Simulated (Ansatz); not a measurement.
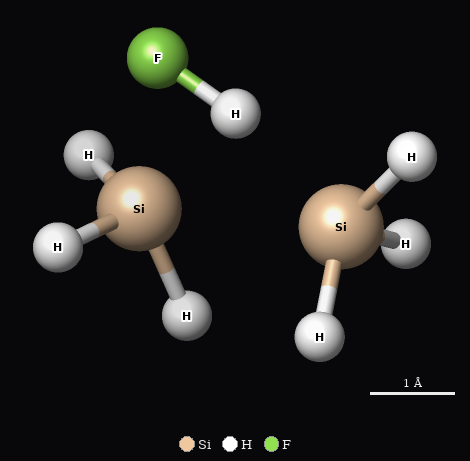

*The input geometry (ball-and-stick view, seen at a tilt).*

Bond lengths as drawn: F–H 1.17 Å and H–Si 1.49 to 1.52 Å.

Frequency calculation of Si2H7F

Si2H7F, computed with RKS PBE-D4/6-31G* (Ansatz 0.2.0).

It belongs to a series of runs on one base structure; here: vibrations at the highest image of the band.

Output
```
Engine: ansatz 0.2.0, aarch64-unknown-linux-gnu
Functional definition: PBE
  parameter kappa = 0.804
  parameter beta = 0.06672455060314922
  exchange = pbe_x(kappa = kappa, mu = beta*pi^2/3)
  correlation = pbe_c(beta = beta)
860 factors; their error is unknown
mean field evaluation 1: about -18570.3553 eV, gradient 2.6e1 eV
mean field evaluation 2: about -18568.2570 eV, gradient 4.8e1 eV
mean field evaluation 4: about -18571.7454 eV, gradient 2.0e0 eV
mean field evaluation 8: about -18571.7604 eV, gradient 3.0e-2 eV
mean field evaluation 16: about -18571.6820 eV, gradient 3.4e-5 eV
mean field -18571.68196653 eV, -682.4967239320 hartree, gradient 3.4e-5 eV, S^2 0.000000; 0 other end points of the search recorded, 0 dependent functions left out
the calculation of the forces begins
reference -18571.68200464 eV, -682.4967253322 hartree; 22, 22 occupied and 45, 45 virtual orbitals, 860 factors
these checks for a lower state are left out or cut short: stability, starts, cluster_reference, orbital_swaps, neighbouring_geometries, increment
860 factors; their error is unknown
mean field -18571.68184991 eV, -682.4967196462 hartree, gradient 1.6e-6 eV, S^2 0.000000; 0 other end points of the search recorded, 0 dependent functions left out
[... from here on the field's lines of each further geometry are left out, up to the last ...]
the calculation of the forces begins
reference -18571.68197920 eV, -682.4967243974 hartree; 22, 22 occupied and 45, 45 virtual orbitals, 860 factors
these checks for a lower state are left out or cut short: stability, starts, cluster_reference, orbital_swaps, neighbouring_geometries, increment
860 factors; their error is unknown
mean field -18571.68194867 eV, -682.4967232753 hartree, gradient 1.9e-6 eV, S^2 0.000000; 0 other end points of the search recorded, 0 dependent functions left out
the calculation of the forces begins
reference -18571.68198677 eV, -682.4967246755 hartree; 22, 22 occupied and 45, 45 virtual orbitals, 860 factors
WARN: phonons: modes at or below zero, which the zero-point energy, F, S and C_V leave out: 1, the lowest at -906.35 cm⁻¹. A minimum has none, and a first-order saddle one
Total energy: -18571.85685203 eV, -682.5031508554 hartree
Atom 0 at    -0.273228     0.054734     0.013542 Å, force    -0.022541     0.005159     0.030634 eV/Å
Atom 1 at    -0.067383    -0.042759     2.606933 Å, force     0.001163    -0.004919    -0.015696 eV/Å
Atom 2 at    -1.038549    -0.301294     3.732410 Å, force    -0.001699     0.000255     0.003215 eV/Å
Atom 3 at     0.938181    -1.153609     2.601216 Å, force    -0.001640    -0.001859     0.002331 eV/Å
Atom 4 at     0.607323     1.267747     2.873812 Å, force    -0.001766     0.000530    -0.006087 eV/Å
Atom 5 at     1.184118     0.346129     0.329746 Å, force     0.014310    -0.001486    -0.006598 eV/Å
Atom 6 at    -0.580634     1.131078    -0.980314 Å, force     0.003638     0.001864     0.003125 eV/Å
Atom 7 at    -0.272662    -1.339129    -0.521204 Å, force     0.001069     0.003407     0.003228 eV/Å
Atom 8 at    -2.171632     0.070376     0.491448 Å, force    -0.008947    -0.011107    -0.012402 eV/Å
Atom 9 at    -1.501133    -0.033273     1.440811 Å, force     0.016412     0.008154    -0.001750 eV/Å
Dipole moment:     0.090667    -0.014475     0.058244 e Å
Vibrations: -906.35 78.69 214.25 249.38 343.17 383.90 446.60 541.75 628.23 750.55 772.59 809.93 873.99 905.78 923.62 938.89 1016.52 1507.65 2066.76 2141.10 2192.12 2192.69 2207.99 2230.71 cm⁻¹, zero-point energy 1.513652 eV
```

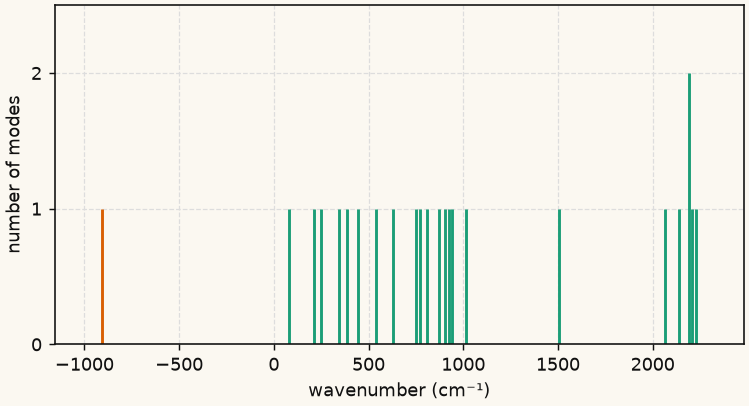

*Harmonic vibrational wavenumbers from the force constants; neighbouring modes closer than 14 cm⁻¹ are counted in one stick, and imaginary ones are drawn at negative wavenumbers.*

24 modes from 906i to 2231 cm⁻¹, 1 imaginary beyond 8i (906i cm⁻¹): a first-order saddle point, if the geometry is stationary.

The run was set up as follows.

The input
```yaml
crystal:
  periodic: [false, false, false]
  atoms:
    - { symbol: Si, position_ang: [-0.273228, 0.054734, 0.013542] }
    - { symbol: Si, position_ang: [-0.067383, -0.042759, 2.606933] }
    - { symbol: H, position_ang: [-1.038549, -0.301294, 3.73241] }
    - { symbol: H, position_ang: [0.938181, -1.153609, 2.601216] }
    - { symbol: H, position_ang: [0.607323, 1.267747, 2.873812] }
    - { symbol: H, position_ang: [1.184118, 0.346129, 0.329746] }
    - { symbol: H, position_ang: [-0.580634, 1.131078, -0.980314] }
    - { symbol: H, position_ang: [-0.272662, -1.339129, -0.521204] }
    - { symbol: F, position_ang: [-2.171632, 0.070376, 0.491448] }
    - { symbol: H, position_ang: [-1.501133, -0.033273, 1.440811] }
basis:
  gaussian: { orbitals: "6-31G*" }
hamiltonian:
  xc: pbe
  dispersion: d4
phonons: {}
```

Run as:
```bash
ansatz run input.yaml --threads 1 --pin off --max-ram 2048MiB --backend cpu --events-out ev --progress --plain --runs-dir out
```

Results in brief

| quantity | value |
| --- | --- |
| outcome | converged |
| total energy | −18571.8569 eV |
| mean-field energy | −18571.6820 eV |
| largest force (length of the vector) | 0.038 eV/Å |
| hardware | 1 thread of Arm Neoverse V2, 24 GiB of memory available, shared host |
| wall time | 66 s |
| peak memory | 0.1 GiB |
